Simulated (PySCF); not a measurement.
# C2H4FNO (SMILES NC1(F)CO1) at 6 levels

Wanted: a comparison of 6 runs (HF/def2-SVP, B3LYP/6-31G*, B3LYP/pcseg-1, PBE0/def2-SVP, TPSSh/def2-SVPD, CCSD/6-311+G**) of C2H4FNO. The job is set up through a Python script.

The calculation is run with PySCF 2.14.0.

**1. The system as given**

C2H4FNO has 9 atoms, charge 0, and is taken as a singlet. As SMILES, `NC1(F)CO1`. Geometry: relaxed at PBE0-D4/def2-TZVP. This is one conformer, not always the lowest.

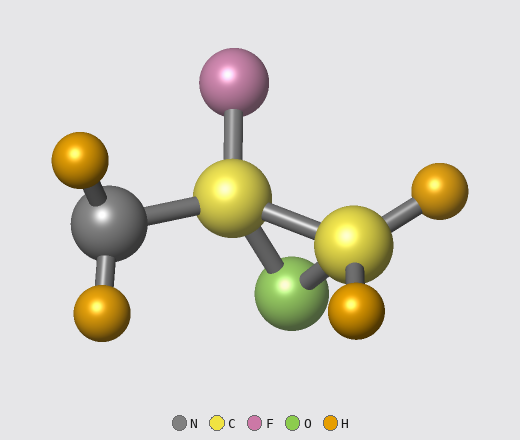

Viewed from a chosen angle; nitrogen grey, carbon yellow, fluorine pink, oxygen green, hydrogen amber.

**2. Energy and gradient at HF/def2-SVP (run 1)**

calc.py reads:

```python
# NC1(F)CO1
import pyscf.grad
from pyscf import gto, scf

molecule = gto.M(
    atom=[
    ('N', (-0.275500, 1.234500, 0.644100)),
    ('C', (0.424000, 0.227000, -0.036500)),
    ('F', (1.739500, 0.303100, 0.279000)),
    ('C', (-0.054500, -1.069100, -0.506300)),
    ('O', (0.144700, 0.081800, -1.367600)),
    ('H', (-0.209800, 1.133000, 1.647300)),
    ('H', (-1.240500, 1.274000, 0.351000)),
    ('H', (-1.093500, -1.353900, -0.363500)),
    ('H', (0.653900, -1.876800, -0.664800)),
],
    charge=0,
    basis='def2-svp',
    verbose=4,
    max_memory=1860,
)

mf = scf.RHF(molecule)
mf.conv_tol = 1e-10
mf.kernel()
if not mf.converged:
    mf = mf.newton().run(mf.mo_coeff, mf.mo_occ)

e_tot = mf.e_tot
print(f'total energy: {e_tot:.8f} hartree')
grad = mf.Gradients().kernel()
dip = mf.dip_moment()
pop, q = mf.mulliken_pop()
```

Started as:

```console
$ OMP_NUM_THREADS=1 python calc.py
```

The program printed:

```text
PySCF version 2.14.0

[... 67 lines left out ...]
converged SCF energy = -306.527761632837
total energy: -306.52776163 hartree
[... 11 lines left out ...]
Dipole moment(X, Y, Z, Debye): -2.66491, -1.90632,  2.26287
[... 100 lines left out ...]
charge of    8H =      0.07644
```

It took 18 s on 1 thread of Intel Xeon at 2.50GHz (Skylake/Cascade Lake), shared host; peak memory 0.18 GiB.

**3. Energy and forces at B3LYP/6-31G(d) (spherical functions) (run 2)**

input.py reads:

```python
from pyscf import gto, dft

system = gto.Mole()
system.atom = '''
N     -0.275500     1.234500     0.644100
C      0.424000     0.227000    -0.036500
F      1.739500     0.303100     0.279000
C     -0.054500    -1.069100    -0.506300
O      0.144700     0.081800    -1.367600
H     -0.209800     1.133000     1.647300
H     -1.240500     1.274000     0.351000
H     -1.093500    -1.353900    -0.363500
H      0.653900    -1.876800    -0.664800
'''
system.max_memory = 1860
system.verbose = 4
system.basis = '6-31g*'
system.build()

mf = dft.RKS(system)
mf.xc = 'b3lyp'
mf.grids.level = 5
mf.conv_tol = 1e-10
mf.kernel()
if not mf.converged:
    mf = mf.newton().run(mf.mo_coeff, mf.mo_occ)

e_tot = mf.e_tot
print(f'total energy: {e_tot:.8f} hartree')
grad = mf.nuc_grad_method().kernel()
mf.analyze()
```

Started as:

```console
$ OMP_NUM_THREADS=1 python input.py
```

The program printed:

```text
PySCF version 2.14.0

[... 102 lines left out ...]
MO #1   energy= -24.6857837447947  occ= 2
[... 10 lines left out ...]
MO #12  energy= -0.537361795694182 occ= 2
[... 10 lines left out ...]
MO #23  energy= 0.117244101252822  occ= 0
[... 10 lines left out ...]
MO #34  energy= 0.607722196012963  occ= 0
[... 10 lines left out ...]
MO #45  energy= 1.02436182102644   occ= 0
[... 10 lines left out ...]
MO #56  energy= 1.69577339691147   occ= 0
[... 10 lines left out ...]
MO #67  energy= 2.24231313066237   occ= 0
[... 10 lines left out ...]
MO #78  energy= 3.08411696557513   occ= 0
[... 90 lines left out ...]
Dipole moment(X, Y, Z, Debye): -2.25553, -1.54150,  1.99804
```

Wall time 60 s (1 thread of Intel Xeon at 2.50GHz (Skylake/Cascade Lake), shared host); peak memory 0.77 GiB.

Run 3 isn't shown in full; the table further down has it.

**4. Energy and gradient at PBE0/def2-SVP (run 4)**

input.py reads:

```python
# NC1(F)CO1
import pyscf.grad
from pyscf import gto, dft

mol = gto.M(
    atom='''
N     -0.520620     2.332867     1.217173
C      0.801244     0.428968    -0.068975
F      3.287179     0.572776     0.527234
C     -0.102990    -2.020306    -0.956768
O      0.273443     0.154580    -2.584389
H     -0.396465     2.141060     3.112946
H     -2.344205     2.407511     0.663294
H     -2.066416    -2.558500    -0.686915
H      1.235692    -3.546638    -1.256290
''',
    unit='bohr',
    basis='def2-svp',
    max_memory=1860,
    spin=0,
    verbose=4,
)

mf = dft.RKS(mol)
mf.xc = 'pbe0'
mf.grids.level = 5
mf.conv_tol = 1e-10
mf.kernel()
if not mf.converged:
    mf = mf.newton().run(mf.mo_coeff, mf.mo_occ)

etot = mf.e_tot
print('E(%s) = %.9f' % ('PBE0', etot))
grad = mf.Gradients().kernel()
mf.analyze()
```

Started as:

```console
$ OMP_NUM_THREADS=1 python input.py
```

The program printed:

```text
PySCF version 2.14.0

[... 78 lines left out ...]
converged SCF energy = -307.837269621837
[... 27 lines left out ...]
MO #6   energy= -1.23940822472708  occ= 2
[... 11 lines left out ...]
MO #18  energy= -0.352399315596617 occ= 2
[... 11 lines left out ...]
MO #30  energy= 0.416448389538734  occ= 0
[... 11 lines left out ...]
MO #42  energy= 0.829223477263887  occ= 0
[... 11 lines left out ...]
MO #54  energy= 1.50402918058745   occ= 0
[... 11 lines left out ...]
MO #66  energy= 2.01122008817006   occ= 0
[... 11 lines left out ...]
MO #78  energy= 2.88141276757817   occ= 0
[... 11 lines left out ...]
MO #90  energy= 3.84791178372472   occ= 0
[... 102 lines left out ...]
Dipole moment(X, Y, Z, Debye): -2.38664, -1.48025,  2.01658
```

Run time: 1.8 min. Hardware: 1 thread of Intel Xeon at 2.50GHz (Skylake/Cascade Lake), shared host; peak memory 0.88 GiB.

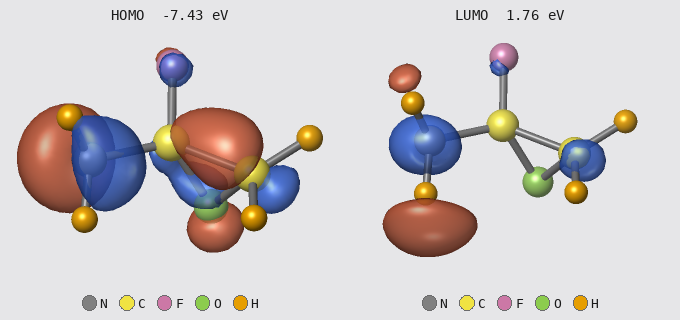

Frontier orbitals of this run, surfaces at ±0.2 Å^-3/2.

Run 5 isn't shown in full; the table further down has it.

**5. A single-point energy at CCSD/6-311+G(d,p) (run 6)**

run.py reads:

```python
from pyscf import gto, scf, cc

mol = gto.M(
    atom='''
N     -0.520620     2.332867     1.217173
C      0.801244     0.428968    -0.068975
F      3.287179     0.572776     0.527234
C     -0.102990    -2.020306    -0.956768
O      0.273443     0.154580    -2.584389
H     -0.396465     2.141060     3.112946
H     -2.344205     2.407511     0.663294
H     -2.066416    -2.558500    -0.686915
H      1.235692    -3.546638    -1.256290
''',
    charge=0,
    max_memory=1860,
    verbose=4,
    basis='6-311+g**',
    spin=0,
    unit='bohr',
)

myscf = scf.RHF(mol)
myscf.conv_tol = 1e-10
myscf.kernel()
if not myscf.converged:
    myscf = myscf.newton().run(myscf.mo_coeff, myscf.mo_occ)

mycc = cc.CCSD(myscf, frozen=5)
mycc.kernel()
etot = mycc.e_tot
print(f'total energy: {etot:.8f} hartree')
myscf.analyze()
```

Started as:

```console
$ OMP_NUM_THREADS=1 python run.py
```

The program printed:

```text
PySCF version 2.14.0

[... 100 lines left out ...]
Two-electron Energy =                  301.030582890239145
[... 18 lines left out ...]
MO #15  energy= -0.633482157885038 occ= 2
[... 16 lines left out ...]
MO #32  energy= 0.259102614901711  occ= 0
[... 16 lines left out ...]
MO #49  energy= 0.552807930728511  occ= 0
[... 16 lines left out ...]
MO #66  energy= 1.30601712880537   occ= 0
[... 16 lines left out ...]
MO #83  energy= 2.02043319966723   occ= 0
[... 16 lines left out ...]
MO #100 energy= 2.99513097838233   occ= 0
[... 16 lines left out ...]
MO #117 energy= 4.45498894136346   occ= 0
[... 16 lines left out ...]
MO #134 energy= 68.7712075391688   occ= 0
[... 146 lines left out ...]
Dipole moment(X, Y, Z, Debye): -2.71763, -2.02859,  2.14913
```

It took 3.6 min on 1 thread of Intel Xeon at 2.50GHz (Skylake/Cascade Lake), shared host; peak memory 1.9 GiB.

**6. Overview of the runs**

```
run                               level  integration grid      task  energy (Eh)  dipole moment (D) of the reference  HOMO energy (eV)  LUMO energy (eV)  wall time
  1                         HF/def2-SVP                 –  gradient  -306.527762                                3.98            -11.21              4.68       18 s
  2  B3LYP/6-31G* (spherical functions)                 5  gradient  -308.375968                                3.38             -6.99              2.16       60 s
  3                       B3LYP/pcseg-1                 5  gradient  -308.334553                                3.58             -7.35              0.87       70 s
  4                       PBE0/def2-SVP                 5  gradient  -307.837270                                3.46             -7.43              1.76    1.8 min
  5                     TPSSh/def2-SVPD                 5  gradient  -308.191382                                3.41             -6.92              0.30    3.2 min
  6                      CCSD/6-311+G**                 –    energy  -307.748222                                4.01            -11.27              1.80    3.6 min
```

**7. Summary of results**

| quantity | value |
| --- | --- |
| run 6: total energy | -307.74822 Eh |
| run 6: dipole moment (Hartree–Fock density) | 4.01 D |
| run 6: HOMO energy (Hartree–Fock orbitals) | -11.27 eV |
| run 6: LUMO energy (Hartree–Fock orbitals) | 1.80 eV |
| run 6: HOMO–LUMO gap (Hartree–Fock orbitals) | 13.06 eV |
| run 6: correlation energy (5 core orbitals frozen) | -892.7 mEh |
| run 6: T1 diagnostic | 0.012 |

Over runs 1, 2, 3, 4, 5 the dipole moment (its size) runs from 3.38 D (B3LYP/6-31G*) to 3.98 D (HF/def2-SVP). The two ends differ in method and basis. Over runs 1, 2, 3, 4, 5 the HOMO–LUMO gap runs from 7.22 eV (TPSSh/def2-SVPD) to 15.89 eV (HF/def2-SVP). Totals of different functionals can't be ranked against each other. All runs together took 11 min, the longest 3.6 min.
